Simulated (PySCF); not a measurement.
Vertical excitations of a molecule C₄H₁₁FSi from TDA-ωB97X/def2-SVPD (PySCF), as energy in eV (oscillator strength): 8.05 (0.008), 8.43 (0.006), 8.76 (0.054), 9.24 (0.028), 9.44 (0.011), 9.56 (0.040). Lowest triplet (TDA): 7.72 eV. The structure is a stationary point at B3LYP-D3(BJ)/def2-SVP. The values are those of a single conformer.

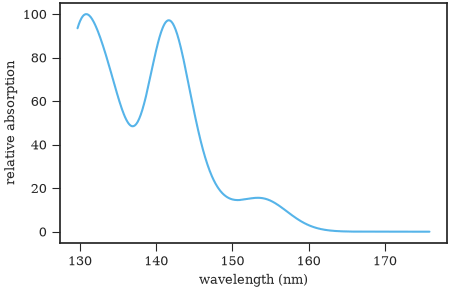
Fig. 1. The lines broadened by 0.4 eV.

Question: Which structure fits?
(A) CC(C)C[SiH2]F
(B) CCCC[SiH2]F
(C) CC(C)(C)[SiH2]F
(D) CCC[Si@H](C)F

Answer: A, CC(C)C[SiH2]F
